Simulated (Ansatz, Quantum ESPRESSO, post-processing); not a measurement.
# 1T-PtS2, layer by layer, part 3 of 8

What does each added layer of 1T-PtS2 bring in screening, and what does it do to the gap?

Quantum ESPRESSO 7.5; plane-wave DFT, PBE, GBRV ultrasoft pseudopotentials; geometry by Ansatz 0.2.0 with PAW datasets.

So far. Step 3 (Ground state, 1 layer: no field): The run needed 13 iterations to bring the estimated error under 1e-09 Ry; the largest force on any atom, held or free, is 0.01 eV/Å. Step 6 (Potential by pp.x, 1 layer): The slope in the vacuum is 0.100 eV/Å for an applied 0.10 V/Å, as it should be.

## Step 7: Band structure, 1 layer: no field

The density is frozen and the levels are solved along a path.

n1.f0.bands.in reads:

```
&control
  prefix = 'n1.f0.bands'
  outdir = './out'
  pseudo_dir = './pseudo'
  calculation = 'bands'
  tefield = .true.
  dipfield = .true.
/
&system
  ibrav = 0
  nat = 3
  ntyp = 2
  ecutwfc = 40
  ecutrho = 200
  occupations = 'smearing'
  smearing = 'fd'
  degauss = 0.004
  edir = 3
  emaxpos = 0.97
  eopreg = 0.04
  eamp = 0.0
  nbnd = 18
/
&electrons
  conv_thr = 1e-07
  mixing_beta = 0.4
  electron_maxstep = 120
  mixing_mode = 'local-TF'
/
ATOMIC_SPECIES
  S   32.0600  s_pbe_v1.4.uspp.F.UPF
  Pt  195.0840  pt_pbe_v1.4.uspp.F.UPF
CELL_PARAMETERS angstrom
  3.57420299353927 0.00000000000000 -0.00000000000000
  -1.78710149676964 3.09535059068740 -0.00000000000000
  -0.00000000000000 -0.00000000000000 19.01408639340000
ATOMIC_POSITIONS crystal
  S   0.666666666667 0.333333333333 0.435362694280
  Pt  -0.000000000000 0.000000000000 0.499999984889
  S   0.333333333333 0.666666666667 0.564637320831
K_POINTS crystal_b
4
  0.0000000000 0.0000000000 0.0000000000 12
  0.5000000000 0.0000000000 0.0000000000 12
  0.3333333333 0.3333333333 0.0000000000 12
  0.0000000000 0.0000000000 0.0000000000 1
```

Launch:

```sh
cp -r out/n1.f0.save out/n1.f0.bands.save
cp out/n1.f0.xml out/n1.f0.bands.xml
OMP_NUM_THREADS=1 mpirun -n 4 pw.x -nk 4 -in n1.f0.bands.in > n1.f0.bands.out
```

Output:

```text
[banner, memory and clock lines left out]
Program PWSCF v.7.5 starts

          URL

     Presently no symmetry can be used with electric field

     Atomic positions and unit cell read from directory:
     ./out/n1.f0.bands.save/

     G-vector sticks info

     bravais-lattice index     =            0
     lattice parameter (alat)  =       6.7543  a.u.
     unit-cell volume          =    1419.5841 (a.u.)^3
     number of atoms/cell      =            3
     number of atomic types    =            2
     number of electrons       =        28.00
     number of Kohn-Sham states=           18
     kinetic-energy cutoff     =      40.0000  Ry
     charge density cutoff     =     200.0000  Ry
     Exchange-correlation=  SLA  PW   PBX  PBC
                           (   1   4   3   4   0   0   0)

     celldm(1)=   6.754265  celldm(2)=   0.000000  celldm(3)=   0.000000
     celldm(4)=   0.000000  celldm(5)=   0.000000  celldm(6)=   0.000000

     crystal axes: (cart. coord. in units of alat)
               a(1) = (   1.000000   0.000000  -0.000000 )
               a(2) = (  -0.500000   0.866025  -0.000000 )
               a(3) = (  -0.000000  -0.000000   5.319812 )

     reciprocal axes: (cart. coord. in units 2 pi/alat)
               b(1) = (  1.000000  0.577350  0.000000 )
               b(2) = (  0.000000  1.154701  0.000000 )
               b(3) = (  0.000000  0.000000  0.187977 )

     PseudoPot. # 1 for S  read from file:
     ./pseudo/s_pbe_v1.4.uspp.F.UPF
     Pseudo is Ultrasoft + core correction, Zval =  6.0
     Generated by new atomic code, or converted to UPF format
     Using radial grid of  907 points,  6 beta functions with:
                l(1) =   0
                l(2) =   0
                l(3) =   1
                l(4) =   1
                l(5) =   2
                l(6) =   2
     Q(r) pseudized with  8 coefficients,  rinner =    1.300   1.300   1.300
                                                       1.300   1.300

     PseudoPot. # 2 for Pt read from file:
     ./pseudo/pt_pbe_v1.4.uspp.F.UPF
     Pseudo is Ultrasoft + core correction, Zval = 16.0
     Generated by new atomic code, or converted to UPF format
     Using radial grid of  985 points,  6 beta functions with:
                l(1) =   0
                l(2) =   0
                l(3) =   1
                l(4) =   1
                l(5) =   2
                l(6) =   2
     Q(r) pseudized with  8 coefficients,  rinner =    1.300   1.300   1.300
                                                       1.300   1.300

     atomic species   valence    mass     pseudopotential
     S                 6.00    32.06000     S ( 1.00)
     Pt               16.00   195.08400     Pt( 1.00)

     No symmetry found

   Cartesian axes

     site n.     atom                  positions (alat units)
         1        S      tau(   1) = (   0.5000000   0.2886751   2.3160475  )
         2        Pt     tau(   2) = (  -0.0000000   0.0000000   2.6599057  )
         3        S      tau(   3) = (  -0.0000000   0.5773503   3.0037641  )

     number of k points=    37  Fermi-Dirac smearing, width (Ry)=  0.0040
                       cart. coord. in units 2pi/alat
        k(    1) = (   0.0000000   0.0000000   0.0000000), wk =   0.0540541
        k(    2) = (   0.0416667   0.0240563   0.0000000), wk =   0.0540541
        k(    3) = (   0.0833333   0.0481125   0.0000000), wk =   0.0540541
        k(    4) = (   0.1250000   0.0721688   0.0000000), wk =   0.0540541
        k(    5) = (   0.1666667   0.0962250   0.0000000), wk =   0.0540541
        k(    6) = (   0.2083333   0.1202813   0.0000000), wk =   0.0540541
        k(    7) = (   0.2500000   0.1443376   0.0000000), wk =   0.0540541
        k(    8) = (   0.2916667   0.1683938   0.0000000), wk =   0.0540541
        k(    9) = (   0.3333333   0.1924501   0.0000000), wk =   0.0540541
        k(   10) = (   0.3750000   0.2165064   0.0000000), wk =   0.0540541
        k(   11) = (   0.4166667   0.2405626   0.0000000), wk =   0.0540541
        k(   12) = (   0.4583333   0.2646189   0.0000000), wk =   0.0540541
        k(   13) = (   0.5000000   0.2886751   0.0000000), wk =   0.0540541
        k(   14) = (   0.4861111   0.3127314   0.0000000), wk =   0.0540541
        k(   15) = (   0.4722222   0.3367877   0.0000000), wk =   0.0540541
        k(   16) = (   0.4583333   0.3608439   0.0000000), wk =   0.0540541
        k(   17) = (   0.4444444   0.3849002   0.0000000), wk =   0.0540541
        k(   18) = (   0.4305556   0.4089564   0.0000000), wk =   0.0540541
        k(   19) = (   0.4166667   0.4330127   0.0000000), wk =   0.0540541
        k(   20) = (   0.4027778   0.4570690   0.0000000), wk =   0.0540541
        k(   21) = (   0.3888889   0.4811252   0.0000000), wk =   0.0540541
        k(   22) = (   0.3750000   0.5051815   0.0000000), wk =   0.0540541
        k(   23) = (   0.3611111   0.5292377   0.0000000), wk =   0.0540541
        k(   24) = (   0.3472222   0.5532940   0.0000000), wk =   0.0540541
        k(   25) = (   0.3333333   0.5773503   0.0000000), wk =   0.0540541
        k(   26) = (   0.3055556   0.5292377   0.0000000), wk =   0.0540541
        k(   27) = (   0.2777778   0.4811252   0.0000000), wk =   0.0540541
        k(   28) = (   0.2500000   0.4330127   0.0000000), wk =   0.0540541
        k(   29) = (   0.2222222   0.3849002   0.0000000), wk =   0.0540541
        k(   30) = (   0.1944444   0.3367877   0.0000000), wk =   0.0540541
        k(   31) = (   0.1666667   0.2886751   0.0000000), wk =   0.0540541
        k(   32) = (   0.1388889   0.2405626   0.0000000), wk =   0.0540541
        k(   33) = (   0.1111111   0.1924501   0.0000000), wk =   0.0540541
        k(   34) = (   0.0833333   0.1443376   0.0000000), wk =   0.0540541
        k(   35) = (   0.0555556   0.0962250   0.0000000), wk =   0.0540541
        k(   36) = (   0.0277778   0.0481125   0.0000000), wk =   0.0540541
        k(   37) = (   0.0000000   0.0000000   0.0000000), wk =   0.0540541

     Dense  grid:    67889 G-vectors     FFT dimensions: (  32,  32, 162)

     Smooth grid:    48595 G-vectors     FFT dimensions: (  27,  27, 150)

     The potential is recalculated from file :
     ./out/n1.f0.bands.save/charge-density

     negative rho (up, down):  1.724E-01 0.000E+00

     Adding external electric field

     Computed dipole along edir(3) :
        Dipole               -0.0000 Ry au,         -0.0000 Debye
        Dipole field         -0.0000 Ry au,

        Potential amp.        0.0000 Ry
        Total length         34.4942 bohr

     Starting wfcs are   20 randomized atomic wfcs

     Band Structure Calculation
     Davidson diagonalization with overlap

[...]
3.3954   3.7788

          k = 0.1250 0.0722 0.0000 (  6048 PWs)   bands (ev):

   -54.9354 -54.9333 -54.8290 -15.9100 -13.9264  -7.6081  -7.5211  -7.0947
    -5.2705  -5.1053  -3.5921  -2.5114  -2.3384  -2.1510   0.2720   0.8429
     3.5963   3.9289

          k = 0.1667 0.0962 0.0000 (  6048 PWs)   bands (ev):

   -54.9374 -54.9338 -54.8287 -15.7683 -13.9592  -7.5764  -7.4396  -6.9711
    -5.5280  -5.1787  -3.8340  -2.3790  -2.3446  -2.1530  -0.0859   0.7380
     3.8371   4.1133

          k = 0.2083 0.1203 0.0000 (  6044 PWs)   bands (ev):

   -54.9398 -54.9344 -54.8284 -15.5948 -13.9974  -7.5329  -7.3485  -6.8332
    -5.8373  -5.2344  -4.0096  -2.4064  -2.3379  -2.2191  -0.3206   0.6657
     4.0944   4.2801

          k = 0.2500 0.1443 0.0000 (  6064 PWs)   bands (ev):

   -54.9423 -54.9351 -54.8281 -15.3970 -14.0381  -7.4930  -7.2583  -6.7320
    -6.1013  -5.2541  -4.1233  -2.5396  -2.5369  -2.2672  -0.3567   0.6393
     4.0509   4.4584

          k = 0.2917 0.1684 0.0000 (  6080 PWs)   bands (ev):

   -54.9448 -54.9357 -54.8278 -15.1851 -14.0778  -7.5128  -7.1799  -6.7566
    -6.1442  -5.2219  -4.1878  -2.8849  -2.7340  -2.3724  -0.2184   0.6556
     3.7900   4.7944

          k = 0.3333 0.1925 0.0000 (  6066 PWs)   bands (ev):

   -54.9471 -54.9363 -54.8275 -14.9732 -14.1126  -7.6769  -7.1214  -6.7607
    -6.0112  -5.1280  -4.2107  -3.2753  -2.9848  -2.5486   0.0101   0.7002
     3.5800   5.1239

          k = 0.3750 0.2165 0.0000 (  6064 PWs)   bands (ev):

   -54.9491 -54.9368 -54.8272 -14.7795 -14.1380  -7.9365  -7.0845  -6.6400
    -5.8598  -4.9715  -4.1918  -3.6422  -3.2722  -2.7813   0.2568   0.7553
     3.4501   5.0984

          k = 0.4167 0.2406 0.0000 (  6078 PWs)   bands (ev):

   -54.9507 -54.9372 -54.8270 -14.6260 -14.1501  -8.1816  -7.0652  -6.4482
    -5.7734  -4.7599  -4.1398  -3.9112  -3.5794  -3.0505   0.4706   0.8055
     3.3950   4.8766

          k = 0.4583 0.2646 0.0000 (  6086 PWs)   bands (ev):

   -54.9516 -54.9375 -54.8269 -14.5312 -14.1492  -8.3496  -7.0570  -6.2351
    -5.7984  -4.5072  -4.1837  -3.9076  -3.8896  -3.3231   0.6148   0.8399
     3.3880   4.7021

          k = 0.5000 0.2887 0.0000 (  6082 PWs)   bands (ev):

   -54.9520 -54.9375 -54.8269 -14.5005 -14.1460  -8.4091  -7.0548  -6.1007
    -5.8700  -4.2860  -4.2307  -4.1298  -3.7993  -3.4891   0.6656   0.8521
     3.3920   4.6373

          k = 0.4861 0.3127 0.0000 (  6080 PWs)   bands (ev):

   -54.9519 -54.9376 -54.8269 -14.4966 -14.1468  -8.4006  -7.0595  -6.1001
    -5.8628  -4.2920  -4.2886  -4.2128  -3.6750  -3.4784   0.6604   0.8214
     3.4145   4.6800

          k = 0.4722 0.3368 0.0000 (  6080 PWs)   bands (ev):

   -54.9518 -54.9379 -54.8269 -14.4850 -14.1493  -8.3752  -7.0728  -6.0994
    -5.8421  -4.5260  -4.2953  -4.2343  -3.4781  -3.4480   0.6444   0.7355
     3.4810   4.8015

          k = 0.4583 0.3608 0.0000 (  6088 PWs)   bands (ev):

   -54.9516 -54.9383 -54.8268 -14.4663 -14.1532  -8.3331  -7.0927  -6.1016
    -5.8105  -4.7845  -4.3036  -4.2555  -3.4015  -3.2906   0.6097   0.6174
     3.5882   4.9849

          k = 0.4444 0.3849 0.0000 (  6100 PWs)   bands (ev):

   -54.9513 -54.9389 -54.8268 -14.4411 -14.1585  -8.2748  -7.1164  -6.1135
    -5.7715  -5.0376  -4.3110  -4.2835  -3.3440  -3.1261   0.4629   0.5792
     3.7309   5.2088

          k = 0.4306 0.4090 0.0000 (  6100 PWs)   bands (ev):

   -54.9509 -54.9397 -54.8268 -14.4108 -14.1649  -8.2007  -7.1413  -6.1488
    -5.7286  -5.2640  -4.3179  -4.3157  -3.2805  -2.9888   0.3131   0.5300
     3.9004   5.4529

          k = 0.4167 0.4330 0.0000 (  6082 PWs)   bands (ev):

   -54.9504 -54.9405 -54.8267 -14.3766 -14.1722  -8.1119  -7.1649  -6.2291
    -5.6851  -5.4366  -4.3579  -4.3175  -3.2153  -2.8804   0.1758   0.4707
     4.0854   5.7009

          k = 0.4028 0.4571 0.0000 (  6060 PWs)   bands (ev):

   -54.9498 -54.9414 -54.8267 -14.3403 -14.1799  -8.0094  -7.1853  -6.3689
    -5.6433  -5.5369  -4.4019  -4.3179  -3.1515  -2.8016   0.0630   0.4025
     4.2709   5.9433

          k = 0.3889 0.4811 0.0000 (  6075 PWs)   bands (ev):

   -54.9492 -54.9424 -54.8266 -14.3043 -14.1877  -7.8948  -7.2015  -6.5543
    -5.6053  -5.5753  -4.4479  -4.3191  -3.0903  -2.7525  -0.0167   0.3278
     4.4398   6.1767

          k = 0.3750 0.5052 0.0000 (  6077 PWs)   bands (ev):

   -54.9486 -54.9434 -54.8266 -14.2707 -14.1953  -7.7707  -7.2125  -6.7569
    -5.5772  -5.5727  -4.4926  -4.3233  -3.0309  -2.7329  -0.0589   0.2494
     4.5756   6.4012

          k = 0.3611 0.5292 0.0000 (  6077 PWs)   bands (ev):

   -54.9478 -54.9444 -54.8266 -14.2423 -14.2021  -7.6410  -7.2182  -6.9537
    -5.5626  -5.5476  -4.5319  -4.3312  -2.9709  -2.7419  -0.0635   0.1704
     4.6679   6.6149

          k = 0.3472 0.5533 0.0000 (  6069 PWs)   bands (ev):

   -54.9471 -54.9454 -54.8266 -14.2219 -14.2079  -7.5163  -7.2185  -7.1243
    -5.5443  -5.5328  -4.5603  -4.3405  -2.9075  -2.7779  -0.0340   0.0939
     4.7164   6.7443

          k = 0.3333 0.5774 0.0000 (  6063 PWs)   bands (ev):

   -54.9463 -54.9463 -54.8265 -14.2122 -14.2122  -7.4466  -7.2142  -7.2141
    -5.5319  -5.5318  -4.5711  -4.3453  -2.8387  -2.8386   0.0228   0.0228
     4.7300   6.8455

          k = 0.3056 0.5292 0.0000 (  6073 PWs)   bands (ev):

   -54.9476 -54.9446 -54.8266 -14.2349 -14.2149  -7.5941  -7.1950  -7.0268
    -5.5825  -5.5473  -4.5195  -4.3097  -3.0167  -2.6841  -0.0955   0.1828
     4.6983   6.3821

          k = 0.2778 0.4811 0.0000 (  6047 PWs)   bands (ev):

   -54.9484 -54.9428 -54.8267 -14.3240 -14.2079  -7.6906  -7.1723  -6.8030
    -5.6948  -5.6172  -4.3724  -4.1774  -3.2210  -2.5184  -0.1753   0.3393
     4.6459   5.8987

          k = 0.2500 0.4330 0.0000 (  6059 PWs)   bands (ev):

   -54.9483 -54.9411 -54.8269 -14.4803 -14.1900  -7.6615  -7.1651  -6.6619
    -5.8176  -5.7092  -4.2059  -3.9463  -3.3434  -2.3620  -0.2147   0.4191
     4.6104   5.5235

          k = 0.2222 0.3849 0.0000 (  6059 PWs)   bands (ev):

   -54.9475 -54.9395 -54.8271 -14.6915 -14.1613  -7.5323  -7.1941  -6.6206
    -5.8897  -5.8011  -4.1515  -3.6389  -3.2354  -2.2347  -0.2105   0.3764
     4.6102   5.2560

          k = 0.1944 0.3368 0.0000 (  6039 PWs)   bands (ev):

   -54.9459 -54.9379 -54.8274 -14.9368 -14.1230  -7.3705  -7.2661  -6.6371
    -5.8859  -5.8776  -4.1775  -3.2835  -2.9382  -2.1521  -0.1530   0.2202
     4.6535   5.0352

          k = 0.1667 0.2887 0.0000 (  6067 PWs)   bands (ev):

   -54.9438 -54.9366 -54.8278 -15.1935 -14.0779  -7.3634  -7.2815  -6.6642
    -5.9037  -5.7858  -4.1739  -2.9187  -2.6106  -2.1253  -0.0274   0.0176
     4.6780   4.7915

          k = 0.1389 0.2406 0.0000 (  6061 PWs)   bands (ev):

   -54.9413 -54.9354 -54.8282 -15.4413 -14.0297  -7.4600  -7.3085  -6.7460
    -5.7551  -5.6382  -4.1055  -2.6040  -2.3488  -2.1618  -0.1212   0.1732
     4.3570   4.5177

          k = 0.1111 0.1925 0.0000 (  6053 PWs)   bands (ev):

   -54.9387 -54.9344 -54.8286 -15.6638 -13.9826  -7.5381  -7.3940  -6.8909
    -5.4933  -5.4609  -3.9579  -2.4131  -2.2613  -2.1931  -0.0797   0.4273
     4.0113   4.2481

          k = 0.0833 0.1443 0.0000 (  6043 PWs)   bands (ev):

   -54.9362 -54.9336 -54.8289 -15.8485 -13.9408  -7.5913  -7.4884  -7.0418
    -5.2784  -5.2459  -3.7166  -2.4454  -2.3270  -2.1453   0.1768   0.6851
     3.7074   4.0114

          k = 0.0556 0.0962 0.0000 (  6065 PWs)   bands (ev):

   -54.9343 -54.9331 -54.8292 -15.9864 -13.9081  -7.6215  -7.5681  -7.1632
    -5.1166  -5.0774  -3.3982  -2.6079  -2.3519  -2.1915   0.5583   0.8948
     3.4528   3.8213

          k = 0.0278 0.0481 0.0000 (  6059 PWs)   bands (ev):

   -54.9330 -54.9327 -54.8293 -16.0715 -13.8873  -7.6351  -7.6205  -7.2398
    -5.0028  -4.9886  -3.0744  -2.7336  -2.3886  -2.3102   0.9151   1.0254
     3.2733   3.6825

          k = 0.0000 0.0000 0.0000 (  6061 PWs)   bands (ev):

   -54.9326 -54.9326 -54.8294 -16.1002 -13.8801  -7.6388  -7.6388  -7.2658
    -4.9615  -4.9615  -2.9027  -2.7801  -2.4050  -2.4050   1.0687   1.0687
     3.2072   3.6214

     XML data file, pseudopotentials, collected wavefunctions

                                        0.00s GPU  (     545 calls)
```

It took 9.8 s on 4 MPI ranks of Intel Xeon 6975P-C (Granite Rapids), shared host; peak memory 0.33 GiB; 39 s of CPU time.

This step gave:

- dipole along the normal: 0 e·Å
- valence top, on the run's zero: -2.125 eV
- conduction bottom, on the run's zero: -0.3567 eV
- gap by band count: 1.769 eV

Band numbers count within the set of bands kept for display. Electronic bands along the path, in eV, zero at the highest filled level of the SCF mesh; v1 is the highest filled band, c1 the lowest empty one:

```
point     v4     v3     v2     v1    c1    c2    c3    c4
    Γ  -0.78  -0.65  -0.28  -0.28  3.19  3.19  5.33  5.75
    M  -2.11  -2.00  -1.67  -1.36  2.79  2.98  5.52  6.76
    K  -2.45  -2.22  -0.71  -0.71  2.15  2.15  6.86  8.97
    Γ  -0.78  -0.65  -0.28  -0.28  3.19  3.19  5.33  5.75
```

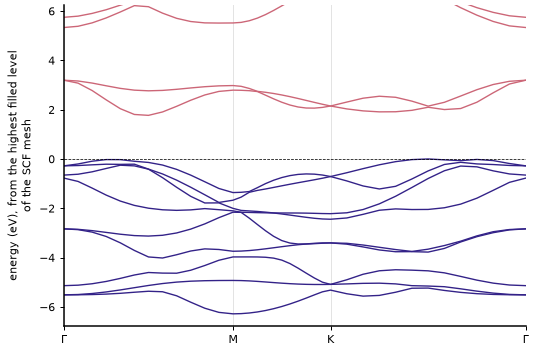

Electronic bands along the path; lines of filled and empty bands in two colours.

Along this path the valence top lies between K and Γ and the conduction bottom between Γ and M.

## Step 8: Polarisability from the dipole between 0 and 0.1 V/A, 1 layer

Read from the output:

| Quantity | Value |
| --- | --- |
| change of slope in the vacuum | 0.09999 eV/Å |
| polarisability a cell | 3.889 Å³ |
| sheet polarisability 4πα/A | 4.417 Å |

The change of the potential energy, second field less first by z:

```
z (Å)  change of the potential energy, second field less first (eV)
    0                                                        -0.364
    2                                                        -0.529
    4                                                        -0.329
    6                                                        -0.131
    8                                                      -0.00741
   10                                                        9.1e-4
   12                                                        0.0471
   14                                                         0.229
   16                                                         0.429
   18                                                         0.629
```

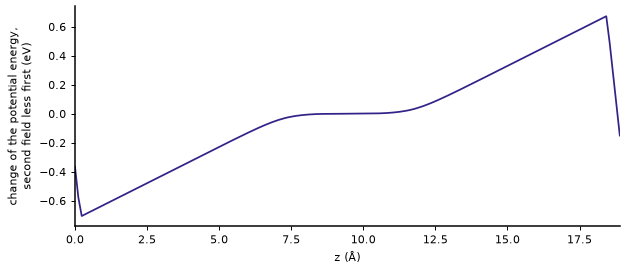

Change of the potential energy, second field less first against z.

[end of part 3 of 8]

[Logs are printed without paths, hosts, clocks, repeated set-up lines and the standing remarks that a program may print on its own settings, such as how far it seeks lower states.]

[Hosts, paths, dates, database ids (printed as entryN), source tags and the programs' standing remarks are cut or masked in the printed files.]

[Maps of the electrostatic potential energy from Ansatz leave out the sawtooth potential of an applied field or a dipole correction, so their vacuum need not be flat; planar profiles and work functions include it.]
